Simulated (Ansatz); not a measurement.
System (SMILES): [GaH] (GaH) (closed-shell singlet).
Geometry (B3LYP-D3(BJ)/def2-TZVP, fixed):
```
Ga
H 1 1.6890
```
Charge 0, spin multiplicity 1.

Basis-set convergence of the dipole moment at CCSD(T) with Ansatz (a first-principles code). Dipoles come from the density behind the forces; the sign is taken along the dipole that this method gives in the largest set. The reference of a correlated method is not its basis-set limit, which lies further on. Cartesian d functions, on some or all atoms, in 6-31G, 6-31G*; all else is spherical. Cores are frozen (with 3d on Ga to Br). No added dispersion term, no relativity. Reference: the value in aug-pcseg-3, 0.342 D, itself unsure by roughly 0.008 D (its mean distance from aug-cc-pVQZ, def2-QZVPPD). Deviations are taken from unrounded values. Cost is core time over that of pcseg-3, rough, on shared machines of one kind; a dash marks a row that isn't timed (too short, read off another run, short of memory, by another algorithm or on other hardware).

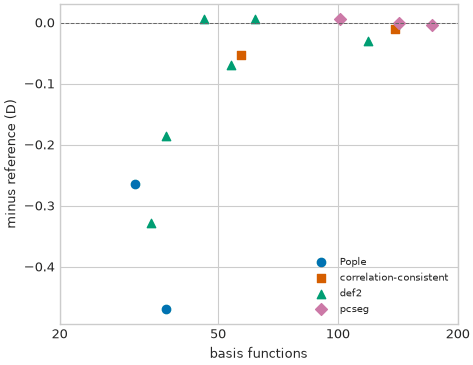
Figure. Deviation from the reference against the number of basis functions, by family of sets.

| basis | functions | dipole moment (D) | minus reference (D) | cost |
|---|---|---|---|---|
| 6-31G | 31 | 0.077 | -0.265 | - |
| def2-SV(P) | 34 | 0.013 | -0.329 | - |
| 6-31G* | 37 | -0.128 | -0.470 | - |
| def2-SVP | 37 | 0.155 | -0.187 | - |
| def2-SVPD | 46 | 0.348 | 0.006 | - |
| def2-TZVP | 54 | 0.272 | -0.070 | - |
| cc-pVTZ | 57 | 0.289 | -0.053 | - |
| def2-TZVPP | 62 | 0.348 | 0.006 | - |
| pcseg-3 | 101 | 0.348 | 0.006 | 1× |
| def2-QZVPP | 119 | 0.312 | -0.030 | 2× |
| aug-cc-pVQZ | 139 | 0.331 | -0.011 | 3× |
| aug-pcseg-3 | 142 | 0.342 | 0.000 | 3× |
| pcseg-4 | 172 | 0.338 | -0.004 | 10× |
